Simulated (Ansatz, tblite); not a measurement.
**The cluster Si3Te6: one state, many levels**

How do method and basis change the picture of the cluster Si3Te6 (singlet)?

Computed with Ansatz 0.2.0, Gaussian basis. Level: as each input shows.

The runs, in order: GFN1-xTB, GFN2-xTB, PBE-D4/def2-TZVP, r2SCAN-D4/def2-TZVP, BHLYP-D4/def2-TZVP, HF/def2-TZVP, PBE-D4/def2-SVP, PBE0-D4/def2-SVP, MP2/def2-SVP.

6 further runs of the same task are left out: 3 that didn't finish, 3 set aside as unsound or not needed. Runs told in other sessions of the task aren't counted.

## Step 1: The geometry

The singlet was relaxed beforehand with PBE-D4/def2-SVP. At that level it is the lowest of the isomers that a small search found.

9 atoms, charge 0, spin multiplicity 1.

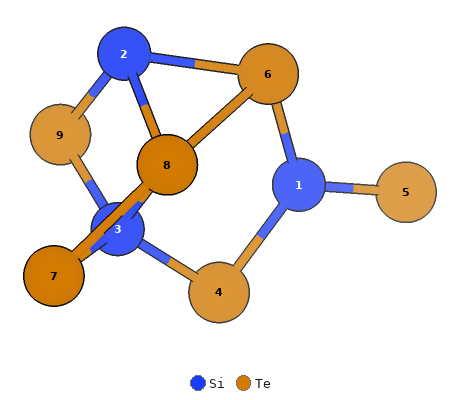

The geometry (silicon blue, tellurium orange); atoms are numbered from 1 in the order of the file.

Te takes a core potential in the def2 sets. No spin-orbit coupling is included.

PBE0-D4/def2-TZVP was run before; its log isn't repeated, and its numbers join the tables.

## Step 2: GFN1-xTB

Tight binding, by tblite at 300 K electronic temperature and without a spin-polarisation term:

```python
tblite.interface.Calculator('GFN1-xTB', numbers, positions, charge=0, uhf=0).singlepoint()
```

Energy -773.4010 eV, HOMO -8.90 eV, LUMO -7.20 eV; 0.016 s.

## Step 3: GFN2-xTB

Tight binding, by tblite at 300 K electronic temperature and without a spin-polarisation term:

```python
tblite.interface.Calculator('GFN2-xTB', numbers, positions, charge=0, uhf=0).singlepoint()
```

Energy -647.7203 eV, HOMO -8.16 eV, LUMO -6.40 eV; 0.033 s.

## Step 4: PBE-D4/def2-TZVP

start.molden holds the orbitals of an earlier run on this state, given as this run's starting guess.

File in.yaml:

```yaml
crystal:
  periodic: [false, false, false]
  atoms:
    - {symbol: Si, position_ang: [-1.451371, -1.580337, -0.760966]}
    - {symbol: Si, position_ang: [0.971538, 0.037367, 2.511733]}
    - {symbol: Si, position_ang: [1.156204, 1.040960, -0.630604]}
    - {symbol: Te, position_ang: [-0.140799, -0.210471, -2.405373]}
    - {symbol: Te, position_ang: [-2.822387, -3.275329, -1.586397]}
    - {symbol: Te, position_ang: [-1.402461, -1.052877, 1.701910]}
    - {symbol: Te, position_ang: [1.436247, 3.509754, -0.560797]}
    - {symbol: Te, position_ang: [-0.483832, 1.953526, 1.091096]}
    - {symbol: Te, position_ang: [2.736862, -0.422584, 0.639408]}
basis:
  gaussian: {orbitals: def2-TZVP, initial_orbitals: start.molden}
hamiltonian: {xc: pbe, dispersion: d4}
scf: {omitted_lower_state_checks: [starts]}
output: {orbitals: {seedname: orbitals}}
```

The run is started by

```console
$ ansatz run in.yaml --threads 4 --pin off --events-out ev --progress --plain --max-ram 6963MiB
```

Log:

```text
Functional definition: PBE
  name "PBE"
  cite "Perdew, Burke & Ernzerhof, Phys. Rev. Lett. 77, 3865 (1996) doi:10.1103/PhysRevLett.77.3865"
  parent pbe
  parameter kappa = 0.804
  parameter beta = 0.06672455060314922
  exchange = pbe_x(kappa = kappa, mu = beta*pi^2/3)
  correlation = pbe_c(beta = beta)
these checks for a lower state are left out or cut short: starts
3072 factors; their error is unknown
mean field evaluation 1: about -67388.3024 eV, gradient 1.5e1 eV
mean field evaluation 2: about -67388.5662 eV, gradient 3.8e-1 eV
mean field evaluation 4: about -67387.8139 eV, gradient 1.3e0 eV
mean field evaluation 8: about -67387.8145 eV, gradient 8.0e-6 eV
mean field -67387.81445800 eV, -2476.4565042304 hartree, gradient 8.0e-6 eV, S^2 0.000000; 0 other end points of the search recorded, 0 dependent functions left out
reference -67387.81450513 eV, -2476.4565059622 hartree; 93, 93 occupied and 318, 318 virtual orbitals, 3072 factors
Total energy: -67389.01157985 eV, -2476.5004976470 hartree
Checks for a lower state left out: starts
```

It took 15 s on 4 threads of Arm Neoverse V2, shared host; peak memory 1.3 GiB.

Report: HOMO -5.28 eV, LUMO -3.80 eV.

## Step 5: r2SCAN-D4/def2-TZVP

in.yaml: that of step 4 with these lines changed.

```diff
@@ -14,3 +14,3 @@
   gaussian: {orbitals: def2-TZVP, initial_orbitals: start.molden}
-hamiltonian: {xc: pbe, dispersion: d4}
+hamiltonian: {xc: r2scan, dispersion: d4}
 scf: {omitted_lower_state_checks: [starts]}
```

The command is unchanged.

Log:

```text
Functional definition: r2SCAN
  name "r2SCAN"
  cite "Furness, Kaplan, Ning, Perdew & Sun, J. Phys. Chem. Lett. 11, 8208 (2020) doi:10.1021/acs.jpclett.0c02405"
  cite "Furness, Kaplan, Ning, Perdew & Sun, J. Phys. Chem. Lett. 11, 9248 (2020) doi:10.1021/acs.jpclett.0c03077"
  parent r2scan
  parameter k0 = 0.174
  parameter k1 = 0.065
  parameter a1 = 4.9479
  exchange = r2scan_x(k0 = k0, k1 = k1, a1 = a1)
  correlation = r2scan_c
these checks for a lower state are left out or cut short: starts
3072 factors; their error is unknown
mean field evaluation 1: about -67416.0102 eV, gradient 1.2e1 eV
mean field evaluation 2: about -67416.1477 eV, gradient 2.2e-1 eV
mean field evaluation 4: about -67415.3843 eV, gradient 4.8e-3 eV
mean field -67415.38428434 eV, -2477.4696766607 hartree, gradient 1.7e-5 eV, S^2 0.000000; 0 other end points of the search recorded, 0 dependent functions left out
reference -67415.38429856 eV, -2477.4696771834 hartree; 93, 93 occupied and 318, 318 virtual orbitals, 3072 factors
Total energy: -67415.64404368 eV, -2477.4792226407 hartree
Checks for a lower state left out: starts
```

It took 31 s on 4 threads of Arm Neoverse V2, shared host; peak memory 1.3 GiB.

Report: HOMO -5.50 eV, LUMO -3.84 eV.

## Step 6: BHLYP-D4/def2-TZVP

in.yaml: that of step 5 with these lines changed.

```diff
@@ -14,4 +14,4 @@
   gaussian: {orbitals: def2-TZVP, initial_orbitals: start.molden}
-hamiltonian: {xc: r2scan, dispersion: d4}
+hamiltonian: {xc: {name: BHLYP}, dispersion: d4}
 scf: {omitted_lower_state_checks: [starts]}
-output: {orbitals: {seedname: orbitals}}
+output: {forces: true, orbitals: {seedname: orbitals}}
```

Launched as before.

Log, cut to the lines that bear on the results:

```text
Functional definition: BHLYP
  name "BHLYP"
  cite "Becke, J. Chem. Phys. 98, 1372 (1993) doi:10.1063/1.464304"
  cite "Becke, Phys. Rev. A 38, 3098 (1988) doi:10.1103/PhysRevA.38.3098"
  cite "Lee, Yang & Parr, Phys. Rev. B 37, 785 (1988) doi:10.1103/PhysRevB.37.785"
[...]
3527 factors; integrals over basis functions are off by at most 8.9e-4 eV
[...]
mean field -67389.28178691 eV, -2476.5104275731 hartree, gradient 2.0e-5 eV, S^2 0.000000; 0 other end points of the search recorded, 0 dependent functions left out
[...]
reference -67389.28199558 eV, -2476.5104352418 hartree; 93, 93 occupied and 318, 318 virtual orbitals, 3527 factors
Total energy: -67391.47937640 eV, -2476.5911874974 hartree
Atom 0 at    -1.451371    -1.580337    -0.760966 Å, force    -0.227931    -0.282633    -0.049913 eV/Å
Atom 1 at     0.971538     0.037367     2.511733 Å, force    -0.159156     0.008548    -0.233973 eV/Å
Atom 2 at     1.156204     1.040960    -0.630604 Å, force    -0.152044     0.051217     0.180139 eV/Å
Atom 3 at    -0.140799    -0.210471    -2.405373 Å, force     0.037348     0.069599     0.603749 eV/Å
Atom 4 at    -2.822387    -3.275329    -1.586397 Å, force     0.459281     0.572664     0.270839 eV/Å
Atom 5 at    -1.402461    -1.052877     1.701910 Å, force     0.241029    -0.110760    -0.390610 eV/Å
Atom 6 at     1.436247     3.509754    -0.560797 Å, force    -0.292717    -0.669785     0.230169 eV/Å
Atom 7 at    -0.483832     1.953526     1.091096 Å, force     0.648285     0.040410    -0.486464 eV/Å
Atom 8 at     2.736862    -0.422584     0.639408 Å, force    -0.554095     0.320741    -0.123937 eV/Å
Dipole moment:     0.321728     0.522597     0.246301 e Å
Checks for a lower state left out: starts
```

It took 53 s on 4 threads of Arm Neoverse V2, shared host; peak memory 3.1 GiB.

From the report: HOMO -6.84 eV, LUMO -2.63 eV.

## Step 7: HF/def2-TZVP

in.yaml: that of step 6 with these lines changed.

```diff
@@ -14,4 +14,4 @@
   gaussian: {orbitals: def2-TZVP, initial_orbitals: start.molden}
-hamiltonian: {xc: {name: BHLYP}, dispersion: d4}
+hamiltonian: {xc: hf}
 scf: {omitted_lower_state_checks: [starts]}
-output: {forces: true, orbitals: {seedname: orbitals}}
+output: {orbitals: {seedname: orbitals}}
```

The command is unchanged.

Log:

```text
Functional definition: HF
  name "HF"
  cite "Fock, Z. Phys. 61, 126 (1930) doi:10.1007/BF01340294"
  parent pbe
  exchange = exact_x
  correlation = 0
these checks for a lower state are left out or cut short: starts
3954 factors; their error is unknown
mean field evaluation 1: about -67177.2619 eV, gradient 4.1e1 eV
mean field evaluation 2: about -67179.4148 eV, gradient 2.5e0 eV
mean field evaluation 4: about -67185.2019 eV, gradient 6.5e0 eV
mean field evaluation 8: about -67185.2328 eV, gradient 1.8e-5 eV
mean field -67185.23283258 eV, -2469.0117668108 hartree, gradient 1.8e-5 eV, S^2 0.000000; 0 other end points of the search recorded, 0 dependent functions left out
reference -67185.23283258 eV, -2469.0117668108 hartree; 93, 93 occupied and 318, 318 virtual orbitals, 3954 factors
Total energy: -67185.23283258 eV, -2469.0117668108 hartree
Checks for a lower state left out: starts
```

It took 62 s on 4 threads of Arm Neoverse V2, shared host; peak memory 3.6 GiB.

Report: HOMO -7.96 eV, LUMO -0.74 eV.

## Step 8: PBE-D4/def2-SVP

in.yaml: that of step 7 with these lines changed.

```diff
@@ -13,4 +13,4 @@
 basis:
-  gaussian: {orbitals: def2-TZVP, initial_orbitals: start.molden}
-hamiltonian: {xc: hf}
+  gaussian: {orbitals: def2-SVP, initial_orbitals: start.molden}
+hamiltonian: {xc: pbe, dispersion: d4}
 scf: {omitted_lower_state_checks: [starts]}
```

Launched as before.

Log:

```text
Functional definition: PBE
  name "PBE"
  cite "Perdew, Burke & Ernzerhof, Phys. Rev. Lett. 77, 3865 (1996) doi:10.1103/PhysRevLett.77.3865"
  parent pbe
  parameter kappa = 0.804
  parameter beta = 0.06672455060314922
  exchange = pbe_x(kappa = kappa, mu = beta*pi^2/3)
  correlation = pbe_c(beta = beta)
these checks for a lower state are left out or cut short: starts
2508 factors; their error is unknown
mean field evaluation 1: about -67377.2249 eV, gradient 5.5e1 eV
mean field evaluation 2: about -67377.8555 eV, gradient 1.3e0 eV
mean field evaluation 4: about -67377.7899 eV, gradient 9.9e-2 eV
mean field -67377.78996229 eV, -2476.0881108076 hartree, gradient 6.5e-5 eV, S^2 0.000000; 0 other end points of the search recorded, 0 dependent functions left out
reference -67377.79000520 eV, -2476.0881123849 hartree; 93, 93 occupied and 117, 117 virtual orbitals, 2508 factors
Total energy: -67378.98707993 eV, -2476.1321040697 hartree
Checks for a lower state left out: starts
```

Run time: 6 s. Hardware: 4 threads of Arm Neoverse V2, shared host.

From the report: HOMO -5.25 eV, LUMO -3.80 eV.

## Step 9: PBE0-D4/def2-SVP

in.yaml: that of step 8 with these lines changed.

```diff
@@ -14,3 +14,3 @@
   gaussian: {orbitals: def2-SVP, initial_orbitals: start.molden}
-hamiltonian: {xc: pbe, dispersion: d4}
+hamiltonian: {xc: pbe0, dispersion: d4}
 scf: {omitted_lower_state_checks: [starts]}
```

Same command.

Log:

```text
Functional definition: PBE0
  name "PBE0"
  cite "Adamo & Barone, J. Chem. Phys. 110, 6158 (1999) doi:10.1063/1.478522"
  cite "Perdew, Burke & Ernzerhof, Phys. Rev. Lett. 77, 3865 (1996) doi:10.1103/PhysRevLett.77.3865"
  parent pbe
  parameter a = 0.25
  parameter kappa = 0.804
  parameter beta = 0.06672455060314922
  exchange = (1 - a)*pbe_x(kappa = kappa, mu = beta*pi^2/3) + a*exact_x
  correlation = pbe_c(beta = beta)
these checks for a lower state are left out or cut short: starts
2496 factors; integrals over basis functions are off by at most 3.6e-4 eV
mean field evaluation 1: about -67381.7821 eV, gradient 5.3e1 eV
mean field evaluation 2: about -67382.1870 eV, gradient 7.0e-1 eV
mean field evaluation 4: about -67382.2621 eV, gradient 4.5e-3 eV
mean field -67382.26208663 eV, -2476.2524583459 hartree, gradient 3.7e-5 eV, S^2 0.000000; 0 other end points of the search recorded, 0 dependent functions left out
reference -67382.26211890 eV, -2476.2524595321 hartree; 93, 93 occupied and 117, 117 virtual orbitals, 2496 factors
Total energy: -67383.33248909 eV, -2476.2917949107 hartree
Checks for a lower state left out: starts
```

It took 12 s on 4 threads of Arm Neoverse V2, shared host; peak memory 1 GiB.

From the report: HOMO -6.17 eV, LUMO -3.38 eV.

## Step 10: MP2/def2-SVP

in.yaml: that of step 9 with these lines changed.

```diff
@@ -14,3 +14,3 @@
   gaussian: {orbitals: def2-SVP, initial_orbitals: start.molden}
-hamiltonian: {xc: pbe0, dispersion: d4}
+correlation: {method: mp2}
 scf: {omitted_lower_state_checks: [starts]}
```

The command is unchanged.

Log, cut to the lines that bear on the results:

```text
Functional definition: HF
  name "HF"
  cite "Fock, Z. Phys. 61, 126 (1930) doi:10.1007/BF01340294"
  parent pbe
[...]
2496 factors; integrals over basis functions are off by at most 3.6e-4 eV
[...]
mean field -67175.13075720 eV, -2468.6405223880 hartree, gradient 3.1e-6 eV, S^2 0.000000; 0 other end points of the search recorded, 0 dependent functions left out; unrestricted orbitals would lower it
39 core orbitals not correlated: weight in the atoms' cores, before any rotation towards them, 1.000 or more for the frozen orbitals, at most 0.000 for the correlated occupied ones
reference -67175.13075720 eV, -2468.6405223880 hartree; 54, 54 occupied and 117, 117 virtual orbitals, 2496 factors
second order -27.09472026 eV of doubles, -0.00000000 eV of singles
Total energy: -67202.22547746 eV, -2469.6362349923 hartree
Checks for a lower state left out: starts
```

Wall time 14 s (4 threads of Arm Neoverse V2, shared host); peak memory 1.2 GiB.

Report: Hartree-Fock HOMO -8.00 eV, LUMO -0.81 eV. Doubts: restricted state is unstable towards broken spin symmetry.

## Step 11: Comparison

```
              level  functions  HOMO (eV)  LUMO (eV)  gap (eV)  time
       HF/def2-TZVP        411      -7.96      -0.74      7.22  62 s
    PBE-D4/def2-SVP        210      -5.25      -3.80      1.45   6 s
   PBE-D4/def2-TZVP        411      -5.28      -3.80      1.48  15 s
r2SCAN-D4/def2-TZVP        411      -5.50      -3.84      1.66  31 s
   PBE0-D4/def2-SVP        210      -6.17      -3.38      2.79  12 s
  PBE0-D4/def2-TZVP        411      -6.15      -3.33      2.83  46 s
 BHLYP-D4/def2-TZVP        411      -6.84      -2.63      4.21  53 s
```

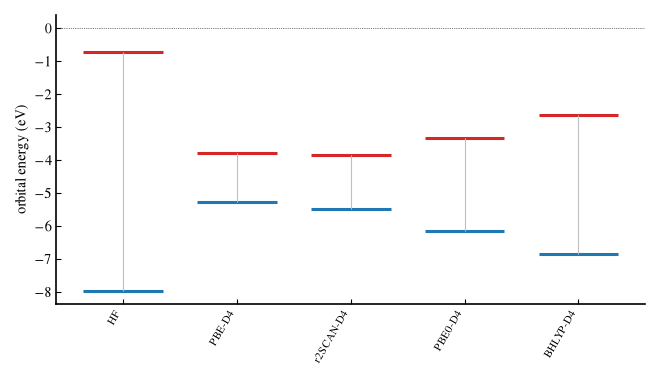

Highest filled (blue) and lowest empty (red) level in def2-TZVP.

The pieces so far (eV):

```
   basis           HF  MP2 correlation              total
def2-SVP  -67175.1308         -27.0947  -67202.2255 (MP2)
```

## Step 12: Binding energy

Free atoms were run apart at each level; binding is atoms less cluster, divided by the number of atoms, without zero-point or spin-orbit terms.

```
              level  binding an atom (eV)
        HF/def2-SVP                 1.210
       HF/def2-TZVP                 1.288
    PBE-D4/def2-SVP                 2.960
   PBE-D4/def2-TZVP                 3.003
r2SCAN-D4/def2-TZVP                 2.799
   PBE0-D4/def2-SVP                 2.782
  PBE0-D4/def2-TZVP                 2.844
 BHLYP-D4/def2-TZVP                 2.582
       MP2/def2-SVP                 2.423
```

## Step 13: Results

| quantity | value |
| --- | --- |
| gap in def2-TZVP, named functionals and Hartree-Fock, smallest and largest | 1.48 eV (PBE-D4), 7.22 eV (HF) |
| correlation energy, MP2/def2-SVP | -27.09 eV |
| binding an atom, functionals in def2-TZVP | 2.58 (BHLYP-D4) to 3.00 eV (PBE-D4) |
| PBE0 total energy, smallest basis above largest | 9.93 eV (def2-SVP, def2-TZVP) |

**Reading.** Orbital gaps of the named functionals and Hartree-Fock in def2-TZVP span 1.48 eV (PBE-D4) to 7.22 eV (HF); exact exchange widens it.

The slowest run with a step of its own, HF/def2-TZVP, took 62 s; the quickest functional in def2-TZVP took 15 s (shared host).
